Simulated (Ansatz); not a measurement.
# Si2W: stress in a strained cell, part 2 of 2

Si2W is deformed so: equal xx and yy strain of -1 %. What stress and forces result, by LAPW, PAW and all-electron datasets made for the crystal?

Ansatz 0.2.0; DFT PBEsol; a database cell (COD). «Crystal datasets» are all-electron PAW datasets made for this crystal. The steps go on from the part before.

### 5 Datasets made for this crystal

Contents of input.yaml:

```yaml
crystal:
  lattice:
    - [-1.58994, 1.58994, 3.94]
    - [1.58994, -1.58994, 3.94]
    - [1.58994, 1.58994, -3.94]
  atoms:
    - { symbol: Si, position: [0.333, 0.333, 0.0] }
    - { symbol: Si, position: [0.667, 0.667, 0.0] }
    - { symbol: W, position: [0.0, 0.0, 0.0] }
kpoints:
  mp_grid: { grid: [18, 18, 18] }
scf:
  occupations: { method: fermi_dirac, width: 0.03 }
hamiltonian:
  xc: pbesol
  pseudopotentials: { kind: all_electron, datasets: crystal }
output:
  forces: true
  stress: true
  eigenvalues: true
  efg: { contact_densities: true }
```

Run with:

```console
$ ansatz run input.yaml --threads 1 --pin off --max-ram 4096MiB --backend cpu --events-out ev --progress --plain --runs-dir out
```

The log of the run:

```text
basis.fft_grid_basis auto: the FFT boxes are laid along the combinations [[1, 0, 1], [0, 1, 1], [0, 0, 1]] of the cell's own vectors, 3.180, 3.180 and 4.536 Å long. The dense box has 20×20×27 points. Along the cell's own vectors, as sized, it would have 27×27×27, 1.82 times as many. Of the 16 symmetry operations that the crystal satisfies within crystal.symmetry.tolerance (time reversal apart; of a slab, those that keep its plane) the dense box along the cell's own vectors carries 16, and the one as laid loses 12 of those. basis.fft_grid_basis: typed keeps the cell's own vectors: state it where this run's energies or levels are differenced outside the engine with another run's, or held beside a run that keeps those vectors.
hamiltonian.pseudopotentials.datasets: crystal makes datasets for this crystal and solves the spheres of its atoms anew in each pass: cutoff 320.0 eV, the density's 1280.0 eV; for an error of 0.50 meV an atom under PBE, 1.5 meV for the cell; an energy difference from a run of another recipe may be off by several times the error for the cell, under r2SCAN by more, where some 0.1 meV an atom stays at smaller errors; Si in spheres of 1.228 Å, 4 of its electrons in bands; W in spheres of 1.376 Å, 6 of its electrons in bands, 22 on its site; only band paths and densities of states list, in semicore columns, the levels of the semicore shells that are solved separately: 4f of W, 5s of W, 5p of W
W: output.efg is read without spin–orbit coupling, which moves field gradients at and beside such atoms by some per cent and up to a factor of two; PAW files take it under magnetization.noncollinear and magnetization.spin_orbit
Engine: ansatz 0.2.0
Pseudopotentials: kind: all_electron
Pseudopotential: Si, paw, valence charge 4, recommended cutoff 320 eV (normal), Koelling and Harmon's equation, gaussian nucleus
Pseudopotential: W, paw, valence charge 28, recommended cutoff 320 eV (normal), Koelling and Harmon's equation, gaussian nucleus
Functional definition: PBEsol
  exchange = pbesol_x
  correlation = pbesol_c
Crystal: 3 atoms, lattice volume = 39.840 Å³
Basis set: ecut = 320 eV, 543 PW (Γ), FFT grids on a1+a3, a2+a3, a3, exchange–correlation on 40×40×54 points (8 copies of the dense FFT grid, shifted against one another)
Bands: 11, of which v1, the nominal top of the filled ones, is band 7 counted from 1 (6 counted from 0)
Symmetry: 16 space group operations
Space group: I4/mmm (ITA 139), of the structure as read, at distance tolerance 3.4e-5 Å
k-points: 480 of 5832
Non-local potential: Si, projectors of the file, l = 0: 1, l = 1: 1
Non-local potential: W, projectors of the file, l = 0: 1, l = 1: 1, l = 2: 2
PAW form: soft (Blöchl's): semilocal exchange-correlation on the pseudo side does not see the compensation charge
PAW one-centre angular grid: Si, 110 points (default); XC on its mesh's 1963 points in the sphere
PAW one-centre angular grid: W, 590 points (default); XC on its mesh's 1823 points in the sphere
Initial density: superposition of atomic densities (neutral atoms: chi_scale 0, normalization atom)
Initial wavefunctions: pseudopotential atomic-orbital guess
Functional: x = pbesol(κ = 0.804, μ = 0.12345679012345678), c = pbesol(β = 0.046)
iter 1 solved again at ethr=2.08e-2 eV; its pass at ethr=1.00e-1 eV (dr2=2.91e0 eV) is discarded
SCF iter   1: F=—  HF=-454832.060252 eV  |F-HF|=—  |Δ(HF+E_count)|=         —  Δρ=8.09e-2  dr2=3.67e0  ethr=2.08e-2  ⟨swp⟩=3.1  Hψ=33994  notcnv=0
preconditioner: auto → Kerker (q_TF=auto, 2.292 Å⁻¹)  [metal: Δε(μ)=0.003 eV  Ē_g=8.505 eV  σ=0.030 eV  W_gap=0.02  n_scr=10 (ndim 8)  ℏωp=22.0 eV  f_vac=0.004  D(μ)=0.80/eV (n_scr^D=2)]
SCF iter   2: F=—  HF=-454831.428531 eV  |F-HF|=—  |Δ(HF+E_count)|=   6.32e-1  Δρ=3.87e-2  dr2=6.80e-1  ethr=2.08e-2  ⟨swp⟩=2.1  Hψ=10595  notcnv=0  defer=13
SCF iter   3: F=—  HF=-454831.248275 eV  |F-HF|=—  |Δ(HF+E_count)|=   1.80e-1  Δρ=1.04e-2  dr2=7.32e-2  ethr=4.86e-3  ⟨swp⟩=3.3  Hψ=14213  notcnv=0  defer=10
iter 4 solved again at ethr=1.16e-5 eV; its pass at ethr=5.23e-4 eV (dr2=1.62e-3 eV) is discarded
SCF iter   4: F=—  HF=-454831.246347 eV  |F-HF|=—  |Δ(HF+E_count)|=   1.93e-3  Δρ=2.30e-3  dr2=1.53e-3  ethr=1.16e-5  ⟨swp⟩=3.4  Hψ=28006  notcnv=0  defer=50
SCF iter   5: F=—  HF=-454831.244130 eV  |F-HF|=—  |Δ(HF+E_count)|=   2.22e-3  Δρ=1.34e-3  dr2=8.39e-4  ethr=1.09e-5  ⟨swp⟩=2.8  Hψ=9576  notcnv=0  defer=35
SCF iter   6: F=—  HF=-454831.243663 eV  |F-HF|=—  |Δ(HF+E_count)|=   4.67e-4  Δρ=5.73e-4  dr2=2.22e-4  ethr=5.99e-6  ⟨swp⟩=3.1  Hψ=15743  notcnv=0  defer=18
SCF iter   7: F=—  HF=-454831.243613 eV  |F-HF|=—  |Δ(HF+E_count)|=   4.98e-5  Δρ=1.63e-4  dr2=1.07e-5  ethr=1.58e-6  ⟨swp⟩=2.1  Hψ=8803  notcnv=0  defer=16
SCF iter   8: F=—  HF=-454831.243601 eV  |F-HF|=—  |Δ(HF+E_count)|=   1.21e-5  Δρ=5.47e-5  dr2=1.95e-6  ethr=7.64e-8  ⟨swp⟩=3.4  Hψ=12291  notcnv=0  defer=9
SCF iter   9: F=—  HF=-454831.243600 eV  |F-HF|=—  |Δ(HF+E_count)|=   9.57e-7  Δρ=1.68e-5  dr2=1.99e-7  ethr=1.39e-8  ⟨swp⟩=2.0  Hψ=8723  notcnv=0  defer=10
SCF iter  10: F=-454831.243600 eV  HF=-454831.243600 eV  |F-HF|=2.62e-9  |Δ(HF+E_count)|=   3.43e-8  Δρ=2.17e-6  dr2=2.82e-9  ethr=1.42e-9  ⟨swp⟩=3.2  Hψ=10584  notcnv=0  defer=5
SCF 1 converged in 10 iterations: F = -454831.243600 eV  dr2 = 2.82e-9
  Residual-converged pass: ⟨swp⟩=4.2  Hψ=14107  notcnv=0  max |occ|·‖R‖ = 6.5e-6 eV (tolerance 6.5e-6 eV)  dr2=3.61e-9  dr2_onsite=2.34e-9  max |Δocc| = 3.4e-9
SCF converged after 10 iterations
Free energy (F): -454831.243600 eV
Harris-Foulkes:  -454831.243600 eV  (|F-HF|=2.62e-9)
Internal energy: -454831.242767 eV  (E = F + TS)
E sigma→0 (E₀):  -454831.243184 eV
Entropy (-TS):   -0.000833 eV (-0.278 meV/atom)
Past the cutoff: the bands carry plane waves up to 1.75 times it, of which those up to 1.5 times it add -0.000098 eV an atom, each by itself; the spheres take 0.000038 eV an atom off the energy for waves past 1.75 times it
By the cutoff:   a pressure is off by up to 0.005 GPa (1.2 times the spheres' own share and the shells' term, over an atom's volume, and 0.004 GPa: a bound that held against runs at twice the plane waves)
Past the cutoffs: a stress includes 0.0020 GPa for waves and charges beyond them, in addition to the slope of what the spheres take
In the spheres:  the bands' charges fall short by 4.0e-6 e at most (sound up to 1e-3), those of shells solved beside the bands by 4.5e-7 e (sound up to 5e-4)
Fermi energy:    20.801321 eV
--- Per-component energies (eV) ---
  The terms above E_closure are by the made datasets' own strengths, without shells solved beside the bands.
--- Forces (eV/Å), atoms counted from 1 ---
  atom   1  Si     0.00000000     0.00000000     0.23778997
  atom   2  Si    -0.00000000     0.00000000    -0.23778997
  atom   3  W      0.00000000    -0.00000000     0.00000000
  max |Σ_I F_I| component: 2.78e-17 eV/Å
--- Stress (GPa, compression-positive) ---
        3.030541       0.000000       0.000000
        0.000000       3.030541      -0.000000
        0.000000      -0.000000      -3.434064
  P = ⅓ Tr σ = 0.8757 GPa (8.757 kbar)
  It holds what live shells' own plane waves past their cutoff add
--- PAW observables at the nuclei: V_zz in 10²¹ V/m², potentials from the cell's mean, atoms counted from 1 ---
  atom   1  Si V_zz =    -0.735708   η = 0.0000   by run symmetry: allowed
            electrostatic potential = -1369.320875 V   contact ρ = 12769.631137 e/Å³
  atom   2  Si V_zz =    -0.735708   η = 0.0000   by run symmetry: allowed
            electrostatic potential = -1369.320875 V   contact ρ = 12769.631137 e/Å³
  atom   3  W  V_zz =   -12.353649   η = 0.0000   by run symmetry: allowed
            electrostatic potential = -14810.643892 V   contact ρ = 8806367.480793 e/Å³
--- Band table (eV; the first three rows and the last of 480) ---
  k-point 0: bands = ["6.5591", "13.8164", "16.8522", "17.3633", "17.9355", "17.9355", "21.5380", "23.5867", "23.6681"]
  k-point 1: bands = ["6.6617", "13.9132", "16.5421", "17.3914", "17.6561", "18.2532", "21.0271", "23.5093", "23.9125"]
  k-point 2: bands = ["6.9649", "14.1880", "16.0467", "16.9972", "17.4784", "18.7094", "19.9098", "23.3042", "24.3771"]
  k-point 479: bands = ["8.7356", "9.7319", "16.8551", "18.1013", "20.0251", "20.0251", "20.2485", "20.2485", "21.7078"]
```

It took 66 s on 1 thread of Arm Neoverse V1, shared host; peak memory 1 GiB.

This run gives: pressure 0.88 GPa; no gap; largest force 0.238 eV/Å; Vzz Si1 -0.74 (η = 0.00), W3 -12.35 (η = 0.00) (10²¹ V/m²).

### 6 Stress and forces compared

Stress (GPa, compression positive):

```csv
method,xx,yy,zz,yz,xz,xy
LAPW,3.03,3.03,-3.44,0.00,0.00,0.00
PAW,3.06,3.06,-3.37,0.00,0.00,0.00
crystal datasets,3.03,3.03,-3.43,0.00,0.00,0.00
```

Forces (eV/Å):

```
atom  LAPW x  LAPW y  LAPW z  PAW x  PAW y   PAW z  crystal datasets x  crystal datasets y  crystal datasets z
 Si1   0.000   0.000   0.238  0.000  0.000   0.235               0.000               0.000               0.238
 Si2   0.000   0.000  -0.238  0.000  0.000  -0.235               0.000               0.000              -0.238
  W3   0.000   0.000   0.000  0.000  0.000   0.000               0.000               0.000               0.000
```

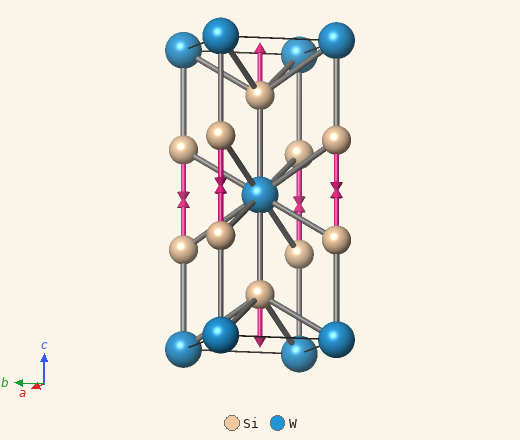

Forces of the LAPW run as arrows; the longest is 0.238 eV/Å.

| method | pressure (GPa) | largest force (eV/Å) | Vzz Si1 (10²¹ V/m²) | Vzz W3 (10²¹ V/m²) | SCF cycles, by the record's count |
| --- | --- | --- | --- | --- | --- |
| LAPW | 0.87 | 0.238 | – | – | 8 |
| PAW | 0.92 | 0.235 | -0.76 | -12.53 | 6 |
| crystal datasets | 0.88 | 0.238 | -0.74 | -12.35 | 10 |

### 7 Results

This closing draws on all 2 parts.

```
                                 quantity                                           value
                                 pressure  LAPW 0.87, PAW 0.92, crystal datasets 0.88 GPa
largest shear or deviatoric stress (LAPW)                                        4.31 GPa
```

In words: The largest part of the stress beyond the pressure is 4.31 GPa in size, in the zz component; the atoms are carried along and not relaxed. No run of the undeformed cell stands beside it, so pressure and stress hold what the given cell had before the change, as far as its symmetry allows. PAW: stress within 0.07 GPa of LAPW, forces within 3 meV/Å. Crystal datasets: stress within 0.01 GPa of LAPW, forces within 1 meV/Å. Spin-orbit coupling is left out, though the cell holds W; in elements this heavy it can shift bands and gaps by tenths of an eV.
